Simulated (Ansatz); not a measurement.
# SnO (tin(ii) oxide) at 6 levels

We compute a comparison of 6 runs (CAM-B3LYP/STO-3G, PBE/STO-3G, PBE0/STO-3G, UB3LYP/STO-3G, r2SCAN0/STO-3G, MP2/STO-3G) of SnO (tin(ii) oxide). 

The calculation is run with Ansatz 0.2.0.

53 further runs of the same task are left out: 19 that didn't finish, 34 set aside as unsound or not needed.

### 1 The structure to begin with

SnO has 2 atoms, charge 0, and is taken as a singlet. SMILES: `[O]=[Sn]`. The Sn2–O1 distance was set to 4.544 Å, away from the relaxed value.

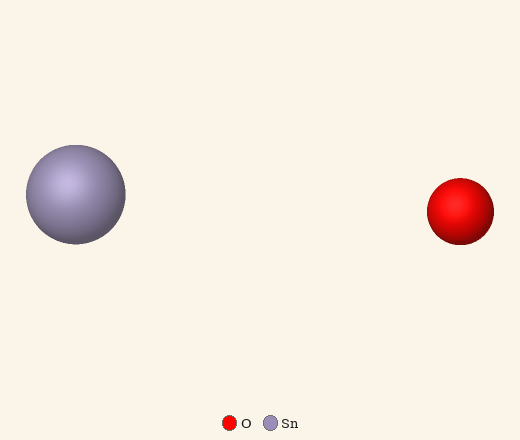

Viewed from a chosen angle; oxygen red, tin purple.

### 2 The energy at CAM-B3LYP/STO-3G (run 1)

File run.yaml:

```yaml
crystal:
  periodic: [false, false, false]
  atoms:
    - {symbol: O, position_ang: [-0.000000, 0.000000, -2.733640]}
    - {symbol: Sn, position_ang: [0.000000, -0.000000, 1.810660]}
basis:
  gaussian: {orbitals: STO-3G}
hamiltonian: {xc: {name: CAM-B3LYP}}
accuracy: high
```

The run is started by

```bash
$ ansatz run run.yaml --threads 1 --pin off --max-ram 3480MiB --events-out events.jsonl --progress --plain --runs-dir runs
```

The log of the run:

```text
Warning: RAYON_NUM_THREADS=1 ignored (pool sized by the plan → 1); use --threads N
Functional definition: CAM-B3LYP
  name "CAM-B3LYP"
  parameter alpha = 0.19
  parameter beta = 0.46
  parameter omega = 0.33/bohr
  parameter ac = 0.81
  exchange = (1 - alpha - beta)*b88_x + beta*b88_x_sr(omega) + alpha*exact_x + beta*exact_x_lr(omega)
  correlation = (1 - ac)*vwn5_c + ac*lyp_c
522 factors; integrals over basis functions are off by at most 6.8e-9 eV
134 factors; integrals over basis functions are off by at most 7.2e-10 eV
mean field evaluation 1: about -164297.6323 eV, gradient 5.7e0 eV
mean field evaluation 2: about -164132.7501 eV, gradient 6.5e0 eV
mean field evaluation 4: about -164132.9259 eV, gradient 8.4e0 eV
mean field evaluation 8: about -164334.1306 eV, gradient 1.0e1 eV
mean field evaluation 16: about -164335.2096 eV, gradient 2.2e-6 eV
mean field evaluation 32: about -164335.2093 eV, gradient 6.6e-3 eV
mean field -164335.20961396 eV, -6039.2075629071 hartree, gradient 1.1e-8 eV, S^2 0.000000; 2 other end points of the search recorded, 0 dependent functions left out
reference -164335.20962713 eV, -6039.2075633912 hartree; 29, 29 occupied and 3, 3 virtual orbitals, 522 factors
Total energy: -164335.20962713 eV, -6039.2075633912 hartree
```

Run time: 3.3 s. Hardware: 1 thread of Arm Neoverse V2, shared host; peak memory 0.11 GiB.

### 3 A single-point energy at PBE/STO-3G (run 2)

File job.yaml:

```yaml
crystal:
  periodic: [false, false, false]
  atoms:
    - {symbol: O, position_ang: [-0.000000, 0.000000, -2.733640]}
    - {symbol: Sn, position_ang: [0.000000, -0.000000, 1.810660]}
basis:
  gaussian:
    orbitals: STO-3G
hamiltonian:
  xc: {name: PBE}
accuracy: high
```

The run is started by

```bash
$ ansatz run job.yaml --threads 1 --pin off --max-ram 3480MiB --events-out events.jsonl --progress --plain --runs-dir runs
```

The log of the run, shortened:

```text
Warning: RAYON_NUM_THREADS=1 ignored (pool sized by the plan → 1); use --threads N
Functional definition: PBE
  name "PBE"
[...]
522 factors; integrals over basis functions are off by at most 6.8e-9 eV
[...]
mean field -164314.05945794 eV, -6038.4303090094 hartree, gradient 1.5e-8 eV, S^2 0.000000; 10 other end points of the search recorded, 0 dependent functions left out
reference -164314.05945972 eV, -6038.4303090749 hartree; 29, 29 occupied and 3, 3 virtual orbitals, 522 factors
Total energy: -164314.05945972 eV, -6038.4303090749 hartree
```

Wall time 7.2 s (1 thread of Arm Neoverse V2, shared host); peak memory 0.09 GiB.

Runs 3 to 5 aren't shown in full; the table further down has their settings and results.

### 4 A single-point energy at MP2/STO-3G (run 6)

File molecule.yaml:

```yaml
crystal:
  periodic: [false, false, false]
  atoms:
    - {symbol: O, position_ang: [-0.000000, 0.000000, -2.733640]}
    - {symbol: Sn, position_ang: [0.000000, -0.000000, 1.810660]}
basis:
  gaussian:
    orbitals: STO-3G
accuracy: high
correlation:
  method: mp2
  frozen_orbitals: {O: 1, Sn: 18}
total_charge: 0
```

The run is started by

```bash
$ ansatz run molecule.yaml --threads 1 --pin off --max-ram 3480MiB --events-out events.jsonl --progress --plain --runs-dir runs
```

The log of the run, shortened:

```text
Warning: RAYON_NUM_THREADS=1 ignored (pool sized by the plan → 1); use --threads N
Functional definition: HF
  name "HF"
[...]
522 factors; integrals over basis functions are off by at most 6.8e-9 eV
[...]
mean field -164269.58861694 eV, -6036.7960357461 hartree, gradient 2.6e-10 eV, S^2 0.000000; 23 other end points of the search recorded, 0 dependent functions left out; unrestricted orbitals would lower it
[...]
unrestricted determinant -164273.47276402 eV, -6036.9387755186 hartree, S^2 2.0000
19 core orbitals not correlated: weight in the atoms' cores, before any rotation towards them, 1.000 or more for the frozen orbitals, at most 0.000 for the correlated occupied ones
reference -164269.58861694 eV, -6036.7960357461 hartree; 10, 10 occupied and 3, 3 virtual orbitals, 522 factors
second order -0.85296793 eV of doubles, -0.00000000 eV of singles
WARN: the method's energy lies above the unrestricted determinant's, so it is not that of the lowest state
Total energy: -164270.44158486 eV, -6036.8273817393 hartree
```

Wall time 6.3 s (1 thread of Arm Neoverse V2, shared host); peak memory 0.13 GiB.

### 5 Overview of the runs

| run | level | frozen core orbitals | energy (Eh) | wall time |
| --- | --- | --- | --- | --- |
| 1 | CAM-B3LYP/STO-3G | – | -6039.207563 | 3.3 s |
| 2 | PBE/STO-3G | – | -6038.430309 | 7.2 s |
| 3 | PBE0/STO-3G | – | -6038.710061 | 14 s |
| 4 | UB3LYP/STO-3G | – | -6039.213819 | 58 s |
| 5 | r2SCAN0/STO-3G | – | -6039.313212 | 18 s |
| 6 | MP2/STO-3G | 19 | -6036.827382 | 6.3 s |

### 6 What came out

| quantity | value |
| --- | --- |
| run 6: total energy | -6036.82738 Eh |
| run 6: correlation energy (19 core orbitals frozen) | -31.3 mEh |

Totals of different functionals can't be ranked against each other. In run 6 the log says that unrestricted orbitals would lower the reference, so the values rest on an unstable closed-shell determinant (other closed-shell runs at this shape may share the fault). In runs 1, 2, 3, 4, 5, 6 the basis is minimal, so the values are rough. In runs 1, 2, 3, 5, 6 a closed-shell determinant meets a far-stretched bond, which it describes badly. In runs 1, 2, 3, 4, 5, 6 relativity is left out where basis or elements ask for it. Spin contamination of the reference: run 4 ⟨S²⟩ = 2.00. Where it is this large, the reference is a mixture of spin states, and values that rest on it are in doubt. All runs together took 1.8 min, the longest 58 s.
